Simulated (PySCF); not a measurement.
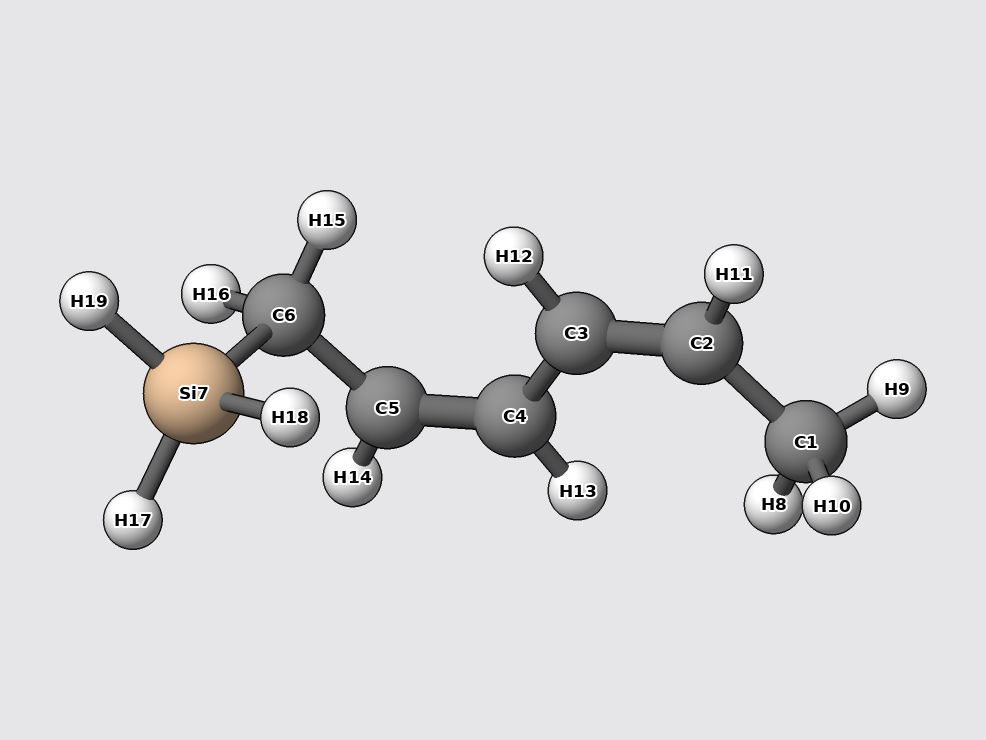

The thickness of each stick grows with its Mayer bond order. Computed geometry: GFN2-xTB optimisation. No frequency run is at hand to confirm it as a minimum. Computed with PBE0/pcSseg-1 (PySCF 2.14.0).

Question: Which bond between heavy atoms has the lowest Mayer bond order?

Answer: C6–Si7, 0.89, at 1.913 Å.

List the Mayer bond orders of C1–C2, C2–C3, C3–C4, C4–C5, C5–C6, C6–Si7 (bonds between heavy atoms, one of each equivalent set).

```json
{"bond": "C1–C2", "Mayer order": "1.07", "length (Å)": "1.492"}
{"bond": "C2–C3", "Mayer order": "1.88", "length (Å)": "1.336"}
{"bond": "C3–C4", "Mayer order": "1.10", "length (Å)": "1.443"}
{"bond": "C4–C5", "Mayer order": "1.86", "length (Å)": "1.338"}
{"bond": "C5–C6", "Mayer order": "1.05", "length (Å)": "1.486"}
{"bond": "C6–Si7", "Mayer order": "0.89", "length (Å)": "1.913"}
```

The geometry is semi-empirical. Around Si such bond lengths and angles can be off by a tenth of an ångström or more and by several degrees, and values that hang on the shape move with them.
